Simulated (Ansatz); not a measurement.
## TiO2: pressure series

Base system: TiO2 in the anatase structure (space group I4_1/amd, No. 141).

```
TiO2
1.0
   -1.88900     1.88900     4.79434
    1.88900    -1.88900     4.79434
    1.88900     1.88900    -4.79434
Ti O
2 4
Direct
  0.50000   0.50000   0.00000
  0.25000   0.75000   0.50000
  0.29278   0.29278   0.00000
  0.04278   0.54278   0.50000
  0.45722   0.95722   0.50000
  0.70722   0.70722   0.00000
```

Cell and atoms are relaxed at each pressure.

Computed with r2SCAN, PAW, 500 eV (Ansatz, a program for electronic structure; no spin-orbit coupling), earlier PAW set.

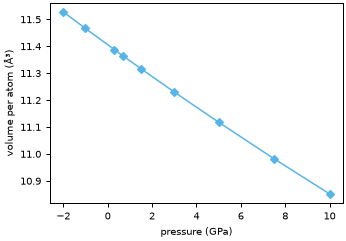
Figure: Volume against pressure

Problem. Estimate the zero-pressure bulk modulus from the plot.

Solution. About 190 GPa; a third-order Birch–Murnaghan fit to the points gives V₀ = 11.41 Å³/atom, B₀ = 190 GPa and B₀′ = 2.3.

Between the base and pressure 10 GPa the gap moves from 2.53 eV to 2.47 eV, a mean slope of -5.8 meV/GPa.

Load acts through the strain it causes; cell and atoms are relaxed under it. No phonon test of stability was made. Competing high-pressure phases were not computed. All final runs are without spin polarisation.
